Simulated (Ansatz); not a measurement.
# Sn3GeCl: from a guess to a relaxed structure, part 1 of 2

Where does this trial cell of Sn3GeCl go when cell and atoms are let free?

Program: Ansatz 0.2.0. Level of theory: DFT PBE, scalar-relativistic, plane waves, PAW. These are calculated values, not measurements.

**1. The structure to begin with**

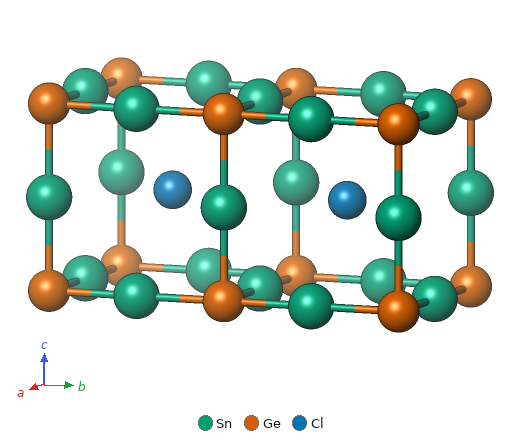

Start, viewed slightly off an axis; tin teal, germanium orange, chlorine blue. 1×2×1 cells are drawn. Atoms on the faces are drawn again on the opposite ones.

Structure file:

```
CELL_PARAMETERS angstrom
4.74808 0.00000 0.00000
0.00000 4.74808 0.00000
0.00000 0.00000 4.74808
ATOMIC_POSITIONS crystal
Sn 0.50000 0.00000 0.00000
Sn 0.00000 0.50000 0.00000
Sn 0.00000 0.00000 0.50000
Ge 0.00000 0.00000 0.00000
Cl 0.50000 0.50000 0.50000
```

Recipe of the guess: species swapped into a database cell of KMgF3 (Pm-3m, No. 221), with Cl on the K sites, Ge on the Mg sites and Sn on the F sites. Its size is a rough estimate.

**2. Probe: one point on a coarse mesh**

input.yaml reads:

```yaml
crystal:
  lattice:
    - [4.74807924, 0.0, 0.0]
    - [0.0, 4.74807924, 0.0]
    - [0.0, 0.0, 4.74807924]
  atoms:
    - { symbol: Sn, position: [0.5, 0.0, 0.0] }
    - { symbol: Sn, position: [0.0, 0.5, 0.0] }
    - { symbol: Sn, position: [0.0, 0.0, 0.5] }
    - { symbol: Ge, position: [0.0, 0.0, 0.0] }
    - { symbol: Cl, position: [0.5, 0.5, 0.5] }
basis:
  ecutwfc: 420
kpoints:
  mp_grid: { grid: [4, 4, 4] }
hamiltonian:
  xc: pbe
scf:
  occupations: { method: gaussian, width: 0.1 }
  lower_state_search: "off"
output:
  forces: true
  stress: true
  eigenvalues: true
```

Started as:

```sh
$ ansatz run input.yaml --threads 1 --pin off --max-ram 2048MiB --backend cpu --events-out ev --progress --plain --runs-dir out
```

The program printed (excerpt; [...] marks lines left out):

```text
Warning: RAYON_NUM_THREADS=1 ignored (pool sized by the plan → 1); use --threads N
[...]
Pseudopotentials: kind: paw
Pseudopotential: Sn, paw, valence charge 14, recommended cutoff 420 eV (normal), Sn.paw.azcp
Pseudopotential: Ge, paw, valence charge 14, recommended cutoff 420 eV (normal), Ge.paw.azcp
Pseudopotential: Cl, paw, valence charge 7, recommended cutoff 420 eV (normal), Cl.paw.azcp
Functional definition: PBE
[...]
Crystal: 5 atoms, lattice volume = 107.042 Å³
Basis set: ecut = 420 eV, 2103 PW (Γ), exchange–correlation on 64×64×64 points (8 copies of the dense FFT grid, shifted against one another)
Bands: 38, of which v1, the nominal top of the filled ones, is band 32 counted from 1 (31 counted from 0)
Symmetry: 48 space group operations
Space group: Pm-3m (ITA 221), of the structure as read, at distance tolerance 4.7e-5 Å
k-points: 10 of 64
[...]
SCF iter   1: F=—  HF=-23441.535760 eV  |F-HF|=—  |Δ(HF+E_count)|=         —  Δρ=4.81e-3  dr2=3.60e-2  ethr=1.77e-3  ⟨swp⟩=8.3  Hψ=1706  notcnv=0
[...]
SCF iter   7: F=-23441.524977 eV  HF=-23441.524977 eV  |F-HF|=2.89e-9  |Δ(HF+E_count)|=   6.06e-8  Δρ=6.33e-6  dr2=4.25e-8  ethr=1.59e-10  ⟨swp⟩=8.6  Hψ=1683  notcnv=0
[...]
SCF converged after 7 iterations
Free energy (F): -23441.524977 eV
[...]
E sigma→0 (E₀):  -23441.519984 eV
Entropy (-TS):   -0.009988 eV (-1.998 meV/atom)
Fermi energy:    11.644836 eV
[...]
--- Forces (eV/Å), atoms counted from 1 ---
  atom   1  Sn     0.00000000    -0.00000000    -0.00000000
  atom   2  Sn     0.00000000     0.00000000     0.00000000
  atom   3  Sn     0.00000000    -0.00000000    -0.00000000
  atom   4  Ge    -0.00000000     0.00000000    -0.00000000
  atom   5  Cl     0.00000000    -0.00000000    -0.00000000
[...]
--- Stress (GPa, compression-positive) ---
       33.796740      -0.000000       0.000000
       -0.000000      33.796740       0.000000
        0.000000       0.000000      33.796740
  P = ⅓ Tr σ = 33.7967 GPa (337.967 kbar)
--- Band table (eV; the first three rows and the last of 10) ---
[...]
```

It took 3.3 s on 1 thread of Arm Neoverse V1, shared host; peak memory 0.36 GiB.

From the probe: pressure 33.8 GPa, largest force 0.00 eV/Å, gap on this mesh none (metal). A guess like this is first relaxed loosely on the coarse mesh.

**3. Coarse relaxation**

input.yaml: that of step 2 with these lines changed.

```diff
@@ -24 +24,6 @@
   eigenvalues: true
+relax:
+  adjacent_minimum: "off"
+  f_tol: 0.04
+  max_steps: 70
+  cell: { stress_tol: 0.4 }
```

Started as:

```sh
$ ansatz run input.yaml --threads 1 --pin off --max-ram 2048MiB --backend cpu --events-out ev --progress --plain --runs-dir out
```

The program printed:

```text
Warning: RAYON_NUM_THREADS=1 ignored (pool sized by the plan → 1); use --threads N
Engine: ansatz 0.2.0, aarch64-unknown-linux-gnu
Pseudopotentials: kind: paw
Pseudopotential: Sn, paw, valence charge 14, recommended cutoff 420 eV (normal), Sn.paw.azcp
Pseudopotential: Ge, paw, valence charge 14, recommended cutoff 420 eV (normal), Ge.paw.azcp
Pseudopotential: Cl, paw, valence charge 7, recommended cutoff 420 eV (normal), Cl.paw.azcp
Functional definition: PBE
  parameter kappa = 0.804
  parameter beta = 0.06672455060314922
  exchange = pbe_x(kappa = kappa, mu = beta*pi^2/3)
  correlation = pbe_c(beta = beta)
Crystal: 5 atoms, lattice volume = 107.042 Å³
Basis set: ecut = 420 eV, 2103 PW (Γ), exchange–correlation on 64×64×64 points (8 copies of the dense FFT grid, shifted against one another)
Bands: 38, of which v1, the nominal top of the filled ones, is band 32 counted from 1 (31 counted from 0)
Symmetry: 48 space group operations
Space group: Pm-3m (ITA 221), of the structure as read, at distance tolerance 4.7e-5 Å
k-points: 10 of 64
Non-local potential: Sn, projectors of the file, l = 0: 2, l = 1: 2, l = 2: 2, l = 3: 2
Non-local potential: Ge, projectors of the file, l = 0: 2, l = 1: 2, l = 2: 3, l = 3: 1
Non-local potential: Cl, projectors of the file, l = 0: 2, l = 1: 2, l = 2: 2
PAW form: soft (Blöchl's): semilocal exchange-correlation on the pseudo side does not see the compensation charge
PAW one-centre angular grid: Sn, 590 points (default); XC on 64 Gauss nodes
PAW one-centre angular grid: Ge, 590 points (default); XC on 64 Gauss nodes
PAW one-centre angular grid: Cl, 110 points (default); XC on 64 Gauss nodes
Initial density: superposition of atomic densities (neutral atoms: chi_scale 0, normalization atom), corrected by the library's trained network
Initial wavefunctions: pseudopotential atomic-orbital guess
Functional: x = pbe(κ = 0.804, μ = 0.2195149727645171), c = pbe(β = 0.06672455060314922)
SCF iter   1: F=—  HF=-23441.535760 eV  |F-HF|=—  |Δ(HF+E_count)|=         —  Δρ=4.81e-3  dr2=3.60e-2  ethr=1.77e-3  ⟨swp⟩=8.3  Hψ=1706  notcnv=0
preconditioner: auto → Resta (q_TF=auto, 2.498 Å⁻¹)  ε∞=3.1  [insulator: Δε(μ)=0.235 eV  Ē_g=19.573 eV  σ=0.100 eV  W_gap=0.89  n_scr=26 (ndim 8)  ℏωp=28.5 eV  f_vac=0.000  D(μ)=1.77/eV (n_scr^D=6)  ε∞_Penn≈3.1]
SCF iter   2: F=—  HF=-23441.526359 eV  |F-HF|=—  |Δ(HF+E_count)|=   9.40e-3  Δρ=1.90e-3  dr2=5.18e-3  ethr=5.71e-5  ⟨swp⟩=2.0  Hψ=548  notcnv=0  defer=1
SCF iter   3: F=—  HF=-23441.524964 eV  |F-HF|=—  |Δ(HF+E_count)|=   1.39e-3  Δρ=6.84e-4  dr2=4.13e-4  ethr=8.22e-6  ⟨swp⟩=2.0  Hψ=448  notcnv=0  defer=1
SCF iter   4: F=—  HF=-23441.524915 eV  |F-HF|=—  |Δ(HF+E_count)|=   4.93e-5  Δρ=1.70e-4  dr2=2.83e-5  ethr=6.55e-7  ⟨swp⟩=2.9  Hψ=689  notcnv=0  defer=1
SCF iter   5: F=—  HF=-23441.524978 eV  |F-HF|=—  |Δ(HF+E_count)|=   6.35e-5  Δρ=3.68e-5  dr2=2.55e-6  ethr=4.50e-8  ⟨swp⟩=2.0  Hψ=679  notcnv=0  defer=1
SCF iter   6: F=—  HF=-23441.524977 eV  |F-HF|=—  |Δ(HF+E_count)|=   1.04e-6  Δρ=2.29e-5  dr2=3.89e-7  ethr=4.04e-9  ⟨swp⟩=2.0  Hψ=679  notcnv=0  defer=1
SCF iter   7: F=-23441.524977 eV  HF=-23441.524977 eV  |F-HF|=2.98e-9  |Δ(HF+E_count)|=   5.92e-8  Δρ=6.35e-6  dr2=4.27e-8  ethr=1.59e-10  ⟨swp⟩=10.4  Hψ=1822  notcnv=0
SCF 1 converged in 7 iterations: F = -23441.524977 eV  dr2 = 4.27e-8
relax step   1: F+E_penalty+E_count = -23441.52497732 eV  Δ(F+E_penalty+E_count) = +0.000e0 eV  max|allowed force component| = 2.126e-29 eV/Å  Δτ_max = 0.0000 Å  P = +33.797 GPa  Ω = 107.042 Å³  (7 SCF iters, dr2 threshold 1.00e-7 eV, accepted)
Crystal: 5 atoms, lattice volume = 123.472 Å³
Basis set: ecut = 420 eV, 2469 PW (Γ), exchange–correlation on 64×64×64 points (8 copies of the dense FFT grid, shifted against one another)
Initial density: handed on by an earlier stage of this run
Initial wavefunctions: those handed on with the density
iter 1 solved again at ethr=7.27e-4 eV; its pass at ethr=3.10e-3 eV (dr2=4.58e-1 eV) is discarded
SCF iter   1: F=—  HF=-23444.117373 eV  |F-HF|=—  |Δ(HF+E_count)|=         —  Δρ=9.78e-3  dr2=4.58e-1  ethr=7.27e-4  ⟨swp⟩=1.1  Hψ=2224  notcnv=0
preconditioner: auto → Resta (q_TF=auto, 2.439 Å⁻¹)  ε∞=3.0  [insulator: Δε(μ)=0.116 eV  Ē_g=18.901 eV  σ=0.100 eV  W_gap=0.53  n_scr=26 (ndim 8)  ℏωp=26.5 eV  f_vac=0.000  D(μ)=3.84/eV (n_scr^D=26)  ε∞_Penn≈3.0]
SCF iter   2: F=—  HF=-23444.008991 eV  |F-HF|=—  |Δ(HF+E_count)|=   1.08e-1  Δρ=4.02e-3  dr2=2.56e-2  ethr=7.27e-4  ⟨swp⟩=3.0  Hψ=535  notcnv=0
preconditioner: auto → Kerker (q_TF=auto, 2.439 Å⁻¹)  [metal: Δε(μ)=0.058 eV  Ē_g=18.917 eV  σ=0.100 eV  W_gap=0.32  n_scr=26 (ndim 8)  ℏωp=26.5 eV  f_vac=0.000  D(μ)=5.49/eV (n_scr^D=56)]
SCF iter   3: F=—  HF=-23444.003884 eV  |F-HF|=—  |Δ(HF+E_count)|=   5.11e-3  Δρ=2.43e-3  dr2=1.03e-2  ethr=4.06e-5  ⟨swp⟩=2.0  Hψ=595  notcnv=0
SCF iter   4: F=—  HF=-23444.001673 eV  |F-HF|=—  |Δ(HF+E_count)|=   2.21e-3  Δρ=8.47e-4  dr2=1.26e-3  ethr=1.63e-5  ⟨swp⟩=2.0  Hψ=681  notcnv=0
SCF iter   5: F=—  HF=-23444.001240 eV  |F-HF|=—  |Δ(HF+E_count)|=   4.33e-4  Δρ=3.37e-4  dr2=1.52e-4  ethr=2.00e-6  ⟨swp⟩=2.0  Hψ=684  notcnv=0
SCF iter   6: F=—  HF=-23444.001257 eV  |F-HF|=—  |Δ(HF+E_count)|=   1.72e-5  Δρ=7.87e-5  dr2=8.17e-6  ethr=2.41e-7  ⟨swp⟩=2.0  Hψ=481  notcnv=0
SCF iter   7: F=-23444.001260 eV  HF=-23444.001260 eV  |F-HF|=7.61e-8  |Δ(HF+E_count)|=   2.83e-6  Δρ=1.88e-5  dr2=4.06e-7  ethr=7.94e-10  ⟨swp⟩=9.3  Hψ=1995  notcnv=0
SCF 2 converged in 7 iterations: F = -23444.001260 eV  dr2 = 4.06e-7
relax step   2: F+E_penalty+E_count = -23444.00126012 eV  Δ(F+E_penalty+E_count) = -2.476e0 eV  max|allowed force component| = 9.026e-30 eV/Å  Δτ_max = 0.0000 Å  P = +17.259 GPa  Ω = 123.472 Å³  energy of the carried Pulay correction = -6.407e-3 eV  (7 SCF iters, dr2 threshold 5.00e-7 eV, accepted)
Crystal: 5 atoms, lattice volume = 141.504 Å³
Basis set: ecut = 420 eV, 2777 PW (Γ), exchange–correlation on 64×64×64 points (8 copies of the dense FFT grid, shifted against one another)
iter 1 solved again at ethr=6.05e-4 eV; its pass at ethr=3.10e-3 eV (dr2=3.81e-1 eV) is discarded
SCF iter   1: F=—  HF=-23445.416726 eV  |F-HF|=—  |Δ(HF+E_count)|=         —  Δρ=8.03e-3  dr2=3.80e-1  ethr=6.05e-4  ⟨swp⟩=1.0  Hψ=2230  notcnv=0
preconditioner: auto → Resta (q_TF=auto, 2.384 Å⁻¹)  ε∞=2.8  [insulator: Δε(μ)=0.275 eV  Ē_g=18.451 eV  σ=0.100 eV  W_gap=0.50  n_scr=26 (ndim 8)  ℏωp=24.8 eV  f_vac=0.001  D(μ)=2.83/eV (n_scr^D=18)  ε∞_Penn≈2.8]
SCF iter   2: F=—  HF=-23445.315839 eV  |F-HF|=—  |Δ(HF+E_count)|=   1.01e-1  Δρ=3.00e-3  dr2=3.03e-2  ethr=6.03e-4  ⟨swp⟩=2.3  Hψ=517  notcnv=0
SCF iter   3: F=—  HF=-23445.307030 eV  |F-HF|=—  |Δ(HF+E_count)|=   8.81e-3  Δρ=1.33e-3  dr2=4.91e-3  ethr=4.80e-5  ⟨swp⟩=2.1  Hψ=716  notcnv=0
SCF iter   4: F=—  HF=-23445.305655 eV  |F-HF|=—  |Δ(HF+E_count)|=   1.38e-3  Δρ=4.15e-4  dr2=3.43e-4  ethr=7.79e-6  ⟨swp⟩=2.0  Hψ=678  notcnv=0
SCF iter   5: F=—  HF=-23445.305566 eV  |F-HF|=—  |Δ(HF+E_count)|=   8.93e-5  Δρ=1.45e-4  dr2=2.93e-5  ethr=5.44e-7  ⟨swp⟩=2.0  Hψ=674  notcnv=0
SCF iter   6: F=—  HF=-23445.305575 eV  |F-HF|=—  |Δ(HF+E_count)|=   9.30e-6  Δρ=5.57e-5  dr2=2.69e-6  ethr=4.66e-8  ⟨swp⟩=2.0  Hψ=681  notcnv=0
SCF iter   7: F=-23445.305578 eV  HF=-23445.305579 eV  |F-HF|=6.98e-8  |Δ(HF+E_count)|=   3.63e-6  Δρ=8.37e-6  dr2=1.45e-7  ethr=7.94e-10  ⟨swp⟩=9.9  Hψ=1720  notcnv=0
SCF 3 converged in 7 iterations: F = -23445.305578 eV  dr2 = 1.45e-7
relax step   3: F+E_penalty+E_count = -23445.30557846 eV  Δ(F+E_penalty+E_count) = -1.304e0 eV  max|allowed force component| = 1.016e-29 eV/Å  Δτ_max = 0.0000 Å  P = +6.757 GPa  Ω = 141.504 Å³  energy of the carried Pulay correction = -1.247e-2 eV  (7 SCF iters, dr2 threshold 5.00e-7 eV, accepted)
[... 12 lines left out ...]
relax step   4: F+E_penalty+E_count = -23445.65841825 eV  Δ(F+E_penalty+E_count) = -3.528e-1 eV  max|allowed force component| = 3.697e-29 eV/Å  Δτ_max = 0.0000 Å  P = +1.416 GPa  Ω = 156.133 Å³  energy of the carried Pulay correction = -1.679e-2 eV  (7 SCF iters, dr2 threshold 5.00e-7 eV, accepted)
[... 11 lines left out ...]
relax step   5: F+E_penalty+E_count = -23445.67837548 eV  Δ(F+E_penalty+E_count) = -1.996e-2 eV  max|allowed force component| = 1.820e-29 eV/Å  Δτ_max = 0.0000 Å  P = +0.144 GPa  Ω = 160.530 Å³  energy of the carried Pulay correction = -1.800e-2 eV  (6 SCF iters, dr2 threshold 5.00e-7 eV, accepted)
[... 13 lines left out ...]
relax step   6: F+E_penalty+E_count = -23445.75878044 eV  Δ(F+E_penalty+E_count) = -8.040e-2 eV  max|allowed force component| = 2.522e-29 eV/Å  Δτ_max = 0.0000 Å  P = +1.016 GPa  Ω = 160.530 Å³  stress off target by 1.02e0 GPa  SCF on the basis re-selected at this cell (its energy is not comparable with the rows above)  (8 SCF iters)
[... 12 lines left out ...]
relax step   7: F+E_penalty+E_count = -23445.77277194 eV  Δ(F+E_penalty+E_count) = -1.399e-2 eV  max|allowed force component| = 5.864e-30 eV/Å  Δτ_max = 0.0000 Å  P = +0.242 GPa  Ω = 164.276 Å³  energy of the carried Pulay correction = -5.320e-4 eV  (6 SCF iters, dr2 threshold 5.00e-7 eV, accepted)
iter 1 solved again at ethr=5.21e-7 eV; its pass at ethr=3.10e-3 eV (dr2=3.28e-4 eV) is discarded
SCF iter   1: F=—  HF=-23445.769600 eV  |F-HF|=—  |Δ(HF+E_count)|=         —  Δρ=3.15e-4  dr2=4.04e-6  ethr=5.21e-7  ⟨swp⟩=3.2  Hψ=2430  notcnv=0
preconditioner: auto → Resta (q_TF=auto, 2.326 Å⁻¹)  ε∞=5.0  [insulator: Δε(μ)=0.245 eV  Ē_g=6.984 eV  σ=0.100 eV  W_gap=0.59  n_scr=32 (ndim 8)  ℏωp=13.9 eV  f_vac=0.010  D(μ)=3.73/eV (n_scr^D=26)  ε∞_Penn≈5.0]
SCF iter   2: F=—  HF=-23445.772365 eV  |F-HF|=—  |Δ(HF+E_count)|=   2.76e-3  Δρ=1.59e-4  dr2=1.16e-6  ethr=6.41e-9  ⟨swp⟩=3.0  Hψ=759  notcnv=0
SCF iter   3: F=—  HF=-23445.773241 eV  |F-HF|=—  |Δ(HF+E_count)|=   8.76e-4  Δρ=3.17e-5  dr2=1.48e-7  ethr=1.85e-9  ⟨swp⟩=2.0  Hψ=494  notcnv=0
SCF iter   4: F=—  HF=-23445.773275 eV  |F-HF|=—  |Δ(HF+E_count)|=   3.44e-5  Δρ=3.19e-6  dr2=1.61e-8  ethr=2.35e-10  ⟨swp⟩=2.0  Hψ=694  notcnv=0
SCF iter   5: F=—  HF=-23445.773275 eV  |F-HF|=—  |Δ(HF+E_count)|=   1.54e-7  Δρ=1.52e-6  dr2=6.22e-9  ethr=5.08e-12  ⟨swp⟩=6.2  Hψ=1590  notcnv=0
SCF iter   6: F=-23445.773275 eV  HF=-23445.773275 eV  |F-HF|=2.67e-9  |Δ(HF+E_count)|=   1.43e-9  Δρ=7.65e-7  dr2=1.68e-9  ethr=5.08e-12  ⟨swp⟩=4.5  Hψ=1293  notcnv=0
SCF 8 converged in 6 iterations: F = -23445.773275 eV  dr2 = 1.68e-9
relax step   8: F+E_penalty+E_count = -23445.77327522 eV  Δ(F+E_penalty+E_count) = -5.033e-4 eV  max|allowed force component| = 5.088e-30 eV/Å  Δτ_max = 0.0000 Å  P = +0.239 GPa  Ω = 164.276 Å³  stress off target by 2.39e-1 GPa  SCF on the basis re-selected at this cell (its energy is not comparable with the rows above)  (6 SCF iters)
basis re-selected at this cell: Δ(F+E_penalty+E_count) = -5.033e-4 eV, ΔP = -0.004 GPa vs the last step (what re-selecting the basis moved, of the pressure what is left beyond the Pulay correction that the steps carried, after the strain that the cell walked since its last selection, with what the two solves' SCF thresholds leave and, on support functions, any second-order correction that the steps lacked; it is no measure of the basis error at this ecutwfc). This SCF's stress stands 2.39e-1 GPa from its target on what of the cell is left free (relax.cell.stress_tol is 4.00e-1 GPa) and its largest allowed force component is 5.09e-30 eV/Å (relax.f_tol is 4.00e-2 eV/Å): within both
SCF converged after 6 iterations
Free energy (F): -23445.773275 eV
Harris-Foulkes:  -23445.773275 eV  (|F-HF|=2.67e-9)
Internal energy: -23445.754639 eV  (E = F + TS)
E sigma→0 (E₀):  -23445.763957 eV
Entropy (-TS):   -0.018637 eV (-3.727 meV/atom)
Fermi energy:    6.140920 eV
--- Per-component energies (eV) ---
  E_band       = -626.741312
  E_kinetic    = 824.246459
  E_local      = -6826.555409  (includes V_loc(G=0)·N_el)
  E_nonlocal   = 346.234001
  E_hartree    = 3429.224275
  E_xc         = -1328.741433
  E_vxc        = -471.324646  (∫ρ·V_xc dr)
  E_paw        = -15077.329788  (= ΣΔE_a)
  E_vpaw       = -1357.791483  (= ΣTr[D̂ρ^β])
  E_aug_tail   = 0.000393  (compensation charges beyond the density's cutoff)
  E_ewald      = -4812.833137
  E_smearing   = -0.018637  (= −TS)
  E_closure    = -0.000000  (closes the sum)
  Σ components = -23445.773275   (vs F -23445.773275, Δ=0.00e0)
--- Forces (eV/Å), atoms counted from 1 ---
  atom   1  Sn     0.00000000    -0.00000000    -0.00000000
  atom   2  Sn     0.00000000     0.00000000     0.00000000
  atom   3  Sn    -0.00000000     0.00000000    -0.00000000
  atom   4  Ge     0.00000000     0.00000000     0.00000000
  atom   5  Cl    -0.00000000    -0.00000000     0.00000000
  max |Σ_I F_I| component: 6.11e-30 eV/Å
--- Stress (GPa, compression-positive) ---
        0.238701      -0.000000      -0.000000
       -0.000000       0.238701      -0.000000
       -0.000000      -0.000000       0.238701
  P = ⅓ Tr σ = 0.2387 GPa (2.387 kbar)
--- Band table (eV; the first three rows and the last of 10) ---
  k-point 0: bands = ["-18.4576", "-18.4576", "-18.4140", "-18.4140", "-18.4140", "-15.6922", "-15.6862", "-15.6862", "-15.6729", "-15.6729", "-15.6729", "-15.6582", "-15.6413", "-15.6413", "-15.6413", "-15.5980", "-15.5980", "-15.5895", "-15.5895", "-15.5895", "-7.9304", "-4.6302", "0.2430", "0.2430", "2.0304", "2.0304", "2.0304", "2.3832", "3.8594", "3.8594", "3.8594", "7.6522", "7.6522", "7.6522", "8.4030", "8.4030", "8.4030", "10.9488"]
  k-point 1: bands = ["-18.4576", "-18.4513", "-18.4140", "-18.4132", "-18.4132", "-15.6860", "-15.6826", "-15.6819", "-15.6724", "-15.6724", "-15.6722", "-15.6617", "-15.6420", "-15.6349", "-15.6349", "-15.6142", "-15.5981", "-15.5981", "-15.5979", "-15.5895", "-7.9212", "-4.5003", "-0.7922", "0.2793", "1.6575", "2.2115", "2.2115", "3.5886", "3.7520", "3.7520", "4.9846", "7.0868", "7.1572", "7.1572", "7.7295", "8.0225", "8.0225", "11.1452"]
  k-point 2: bands = ["-18.4576", "-18.4450", "-18.4140", "-18.4125", "-18.4125", "-15.6858", "-15.6769", "-15.6720", "-15.6720", "-15.6716", "-15.6672", "-15.6607", "-15.6427", "-15.6415", "-15.6192", "-15.6192", "-15.6160", "-15.6160", "-15.5979", "-15.5895", "-7.9120", "-4.3383", "-1.4930", "0.3170", "1.4853", "2.4578", "2.4578", "3.5619", "3.5619", "4.1258", "6.5060", "6.6693", "6.8029", "6.8029", "7.7580", "7.7580", "8.5681", "8.7195"]
  k-point 9: bands = ["-18.4386", "-18.4386", "-18.4109", "-18.4109", "-18.4109", "-15.6826", "-15.6811", "-15.6811", "-15.6811", "-15.6665", "-15.6665", "-15.6532", "-15.6532", "-15.6532", "-15.6145", "-15.6145", "-15.6145", "-15.6074", "-15.6074", "-15.6074", "-7.8917", "-3.4393", "-1.2794", "-1.2794", "-1.2794", "2.8271", "2.8271", "2.8271", "5.8073", "5.8073", "5.8073", "8.1974", "8.1974", "8.5677", "8.5677", "8.5677", "9.8070", "9.8307"]
--- Relaxed structure (6 steps of the walk, 6 accepted, 2 SCFs on fresh bases) ---
  F+E_penalty+E_count = -23445.77327522 eV   max|allowed force component| = 5.088e-30 eV/Å   (the final SCF, on the basis selected at the relaxed cell)
  cell:  # Å, volume = 164.2759 Å³
    - [5.476771202636461, -1.0908587575630826e-33, -1.79753461476142e-33]
    - [-5.199509305589186e-33, 5.476771202636461, -6.419766481290786e-35]
    - [-2.5679065925163142e-33, -6.419766481290786e-35, 5.476771202636461]
  atoms:
    - { symbol: Sn, position: [0.5, 1.4048920147954466e-36, 1.0140573940926643e-36] }
    - { symbol: Sn, position: [3.844967619160928e-36, 0.5, 8.027954369817929e-37] }
    - { symbol: Sn, position: [5.3238013188389615e-36, 1.4048920147089913e-36, 0.5] }
    - { symbol: Ge, position: [-4.182986750805951e-36, -1.2886979382610233e-36, -2.5773958766297994e-36] }
    - { symbol: Cl, position: [0.5, 0.5, 0.5] }
```

It took 29 s on 1 thread of Arm Neoverse V1, shared host; peak memory 0.42 GiB.

Relaxation path:

```csv
step,E - E(step 1) (eV/cell),largest force component (eV/Å),pressure (GPa),volume (Å³)
1,0.0000,0.0000,33.80,107.04
2,-2.4763,0.0000,17.26,123.47
3,-3.7806,0.0000,6.76,141.50
4,-4.1334,0.0000,1.42,156.13
5,-4.1534,0.0000,0.14,160.53
6,-4.2338,0.0000,1.02,160.53
7,-4.2478,0.0000,0.24,164.28
8,-4.2483,0.0000,0.24,164.28
```

Step 1 is the start. Steps 6, 8 each repeat the geometry before them on a plane-wave basis chosen anew, so the energy can jump there without any move.

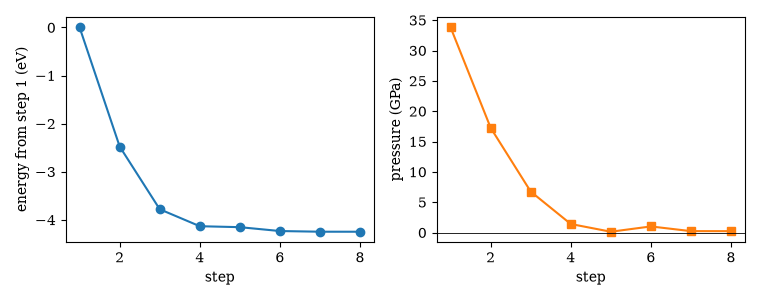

Energy and pressure along the relaxation.

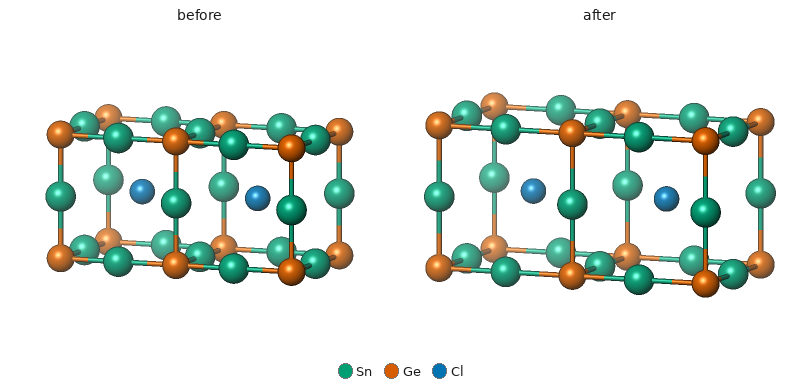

Before and after, at one scale.

|  | before | after | change |
| --- | --- | --- | --- |
| a (Å) | 4.748 | 5.477 | +15.3 % |
| b (Å) | 4.748 | 5.477 | +15.3 % |
| c (Å) | 4.748 | 5.477 | +15.3 % |
| volume (Å³/atom) | 21.41 | 32.86 | +53.5 % |
| shortest distance (Å) | 2.374 | 2.738 | +15.3 % |
| space group (0.01 Å) | Pm-3m | Pm-3m | same |

The run keeps the 48 symmetry operations of the start, so it could not have lowered the symmetry.

(Continued in part 2 of 2.)
